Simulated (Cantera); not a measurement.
Charge: 1 mol Al(CH3)3, 430 mol NH3, 39 mol N2, at 1473 K.

Equilibrium computed with Cantera from the NASA thermochemical tables; the gas is ideal and each condensed phase is pure. Candidate condensed phases: Al, AlN, C, C6H6, C7H8, C8H18; 97 gas species. The feed counts by its element totals alone. The numbers say what is thermodynamically allowed, not how fast it happens.

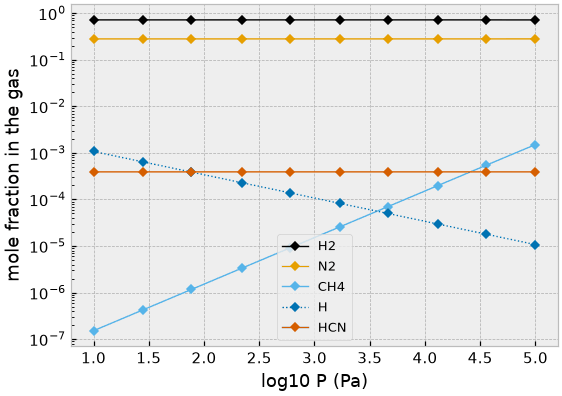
Fig. 1. Equilibrium gas composition (values under 1e-9 drawn at 1e-9)

From 10.0 Pa to 1.00 bar the condensed part is AlN(s) + C(graphite).
